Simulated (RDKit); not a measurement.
**C₂H₂ClNZn: property calculation**

System: C₂H₂ClNZn.
Method: EHT (RDKit 2026.09.1).

The geometry comes from this level: GFN2-xTB.

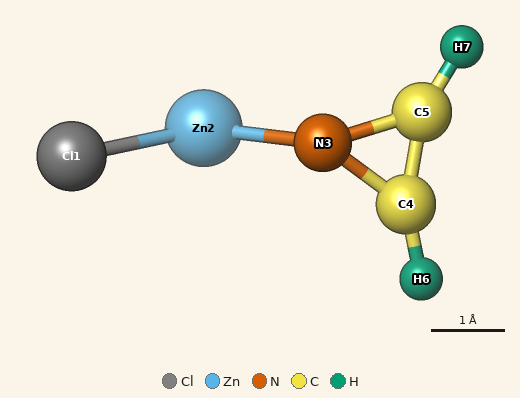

*The structure (ball-and-stick view, seen on its broad side; atoms are numbered from 1 in the order of the input). Sticks mark near contacts.*

Bond lengths as drawn: Cl–Zn 2.16 Å, C–C 1.29 Å, C–H 1.06 Å, C–N 1.46 Å and N–Zn 1.96 Å.

Summary

| quantity | value |
| --- | --- |
| outcome | converged |
| total energy | −17.440701 hartree |
| HOMO | 2.41 eV |
| LUMO | 11.56 eV |
| hardware | 1 thread of Intel Xeon (Granite Rapids), 16 GiB of memory available, shared host |
| peak memory | 0.071 GiB |

Notes

These settings are looser than, or depart from, a standard set-up, so the numbers are not reference values for this system. The record of the run, not the program, notes: collapsed solution. A charge, dipole or affinity of this size shows that the self-consistent charges collapsed, so these values aren't results.

Input (ff.py)
```python
# eht eht with RDKit
import json
import numpy as np
from rdkit import Chem
from rdkit.Chem import AllChem
from rdkit.Chem import rdDetermineBonds
from rdkit.Chem import rdEHTTools

m = Chem.MolFromXYZFile("mol.xyz")
symbols = [a.GetSymbol() for a in m.GetAtoms()]
start = m.GetConformer().GetPositions().copy()

ok, res = rdEHTTools.RunMol(m, keepOverlapAndHamiltonianMatrices=True)
if not ok:
    raise RuntimeError("the extended Hueckel run failed")
eps = np.array(res.GetOrbitalEnergies())
nel = res.numElectrons
homo = (nel + 1) // 2 - 1
print(f"{res.numOrbitals} orbitals, {nel} valence electrons, sum of one-electron energies {res.totalEnergy:.4f} eV")
for i in range(max(0, homo - 3), min(len(eps), homo + 6)):
    print(f"{i + 1:4d} {eps[i]:10.4f} eV", "(HOMO)" if i == homo else "(LUMO)" if i == homo + 1 else "")
q = np.array(res.GetAtomicCharges())
print("Mulliken charges:", " ".join(f"{a}{i + 1}={c:+.3f}" for i, (a, c) in enumerate(zip(symbols, q))))
op = res.GetReducedOverlapPopulationMatrix()
pairs = [(k, i, op[i * (i + 1) // 2 + k]) for i in range(len(symbols)) for k in range(i) if abs(op[i * (i + 1) // 2 + k]) > 0.1]
print("reduced overlap populations above 0.1")
for k, i, p in pairs:
    print(f"  {symbols[k]}{k + 1}-{symbols[i]}{i + 1} {p:7.3f}")
json.dump(dict(symbols=symbols, start=start.tolist(), energy=res.totalEnergy * 23.060548, homo=eps[homo], lumo=eps[homo + 1] if homo + 1 < len(eps) else None, orbital_energies=eps.round(4).tolist(), charges_mulliken=q.tolist(), bond_orders=[[k + 1, i + 1, round(p, 4)] for k, i, p in pairs], nel=nel), open("results.json", "w"))
```

File mol.xyz
```
7

Cl    -0.510040    -3.444390     0.839950
Zn     0.502850    -1.544650     0.993450
N     -0.060300    -0.208040    -0.322170
C     -0.549260     1.140640    -0.047130
C      0.548500     1.055180    -0.716720
H     -1.350780     1.604770     0.467370
H      1.419030     1.396500    -1.214750
```

Launch command:
```bash
python ff.py
```

Log
```
22 orbitals, 34 valence electrons, sum of one-electron energies -474.5857 eV
  14    -7.8716 eV
  15    -5.5211 eV
  16    -3.7008 eV
  17     2.4107 eV (HOMO)
  18    11.5631 eV (LUMO)
  19    13.0016 eV
  20    16.4381 eV
  21    18.2666 eV
  22    63.1049 eV
Mulliken charges: Cl1=-0.605 Zn2=+6.065 N3=-2.253 C4=-1.694 C5=-1.682 H6=+0.085 H7=+0.085
reduced overlap populations above 0.1
  Cl1-Zn2   0.147
  Zn2-N3  -0.916
  Zn2-C4  -0.305
  N3-C4  -0.503
  Zn2-C5  -0.280
  N3-C5  -0.515
  C4-H6   0.737
  C5-H7   0.740
```

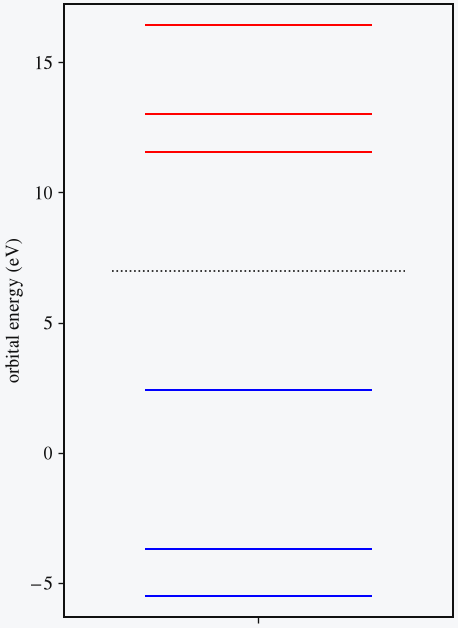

*Orbital energies near the frontier; the dotted line parts filled from empty levels, and levels within 0.02 eV of each other stand side by side.*

Highest filled 2.41 eV, lowest empty 11.56 eV, 9.15 eV apart.
